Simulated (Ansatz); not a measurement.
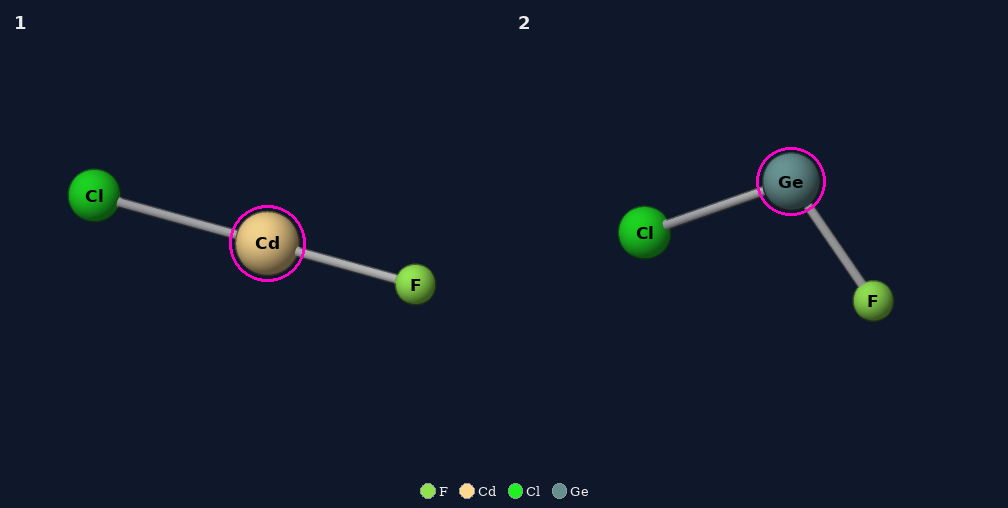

2 molecules with one skeleton, seen from the same side and at one scale; the atom that differs is circled. Charge 0, singlet. Computed geometries: PBE0-D4/def2-TZVP optimisations, one conformation each. Properties computed with Ansatz 0.2.0. Elements past Kr carry core potentials.

One atom differs, called X below: Cd in panel 1, Ge in panel 2. Their formulas are CdClF (`[F][Cd][Cl]`), GeClF (`[F][Ge][Cl]`).

Question: In which is the angle F–X–Cl larger (PBE0-D4/def2-TZVP)?

Answer: In panel 1 (X = Cd).

Question: In which is the HOMO energy (Kohn–Sham orbital) higher (PBE0-D4/def2-SVP)?

Answer: In panel 2 (X = Ge).

Give the values. With PBE0-D4/def2-TZVP: length of X–Cl (Å), length of X–F (Å), angle F–X–Cl (°), dipole moment (D), harmonic zero-point energy (kJ/mol). With PBE0-D4/def2-SVP: HOMO energy (Kohn–Sham orbital) (eV), HOMO–LUMO gap (eV). With B3LYP-D4/def2-TZVPP: vertical ionisation energy (eV).

```csv
quantity,1 (Cd),2 (Ge),2 − 1
length of X–Cl (Å),2.252,2.180,−0.072
length of X–F (Å),1.929,1.748,−0.181
angle F–X–Cl (°),180.0,98.4,−81.6
HOMO energy (Kohn–Sham orbital) (eV),−8.87,−8.30,+0.57
HOMO–LUMO gap (eV),6.80,5.58,−1.22
dipole moment (D),0.59,2.25,+1.66
harmonic zero-point energy (kJ/mol),7.2,7.7,+0.5
vertical ionisation energy (eV),11.60,10.89,−0.71
```
